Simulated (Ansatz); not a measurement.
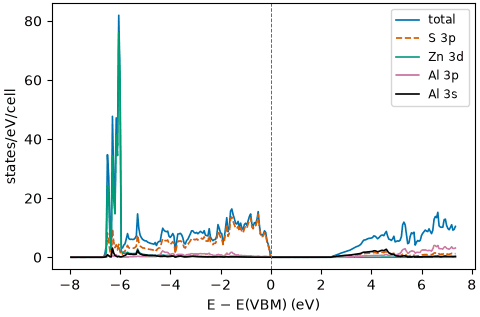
Figure. Total and projected density of states of Al2ZnS4 (spinel, Fd-3m), PBEsol (plane waves, PAW; program Ansatz)

Question: Which orbitals carry the states next to the gap?

Answer: Top 1 eV of the valence band: S 3p 92 %. Bottom 1 eV of the conduction band: Al 3s 33 %, S 3p 21 %, Zn 4s 8 %, Al 3p 5 %, outside the projected shells 28 %. Projections are on Löwdin-orthogonalised atomic valence shells; empty p or d shells of many metals are not among them.

Question: Where is the tallest occupied peak in this window, and what makes it?

Answer: Near -6.1 eV, about 82 states/eV per cell; the largest projected share is Zn 3d.

The workflow started from a Materials Project entry (that database holds measured and hypothetical structures alike); the Crystallography Open Database files this formula in space group No. 227, but the cells were not matched. Its standing as an ambient phase is unchecked. The cell was relaxed with PBEsol under the symmetry of its start; its stability against distortions is not shown here.

Potentials: the later of the program's two PAW sets.
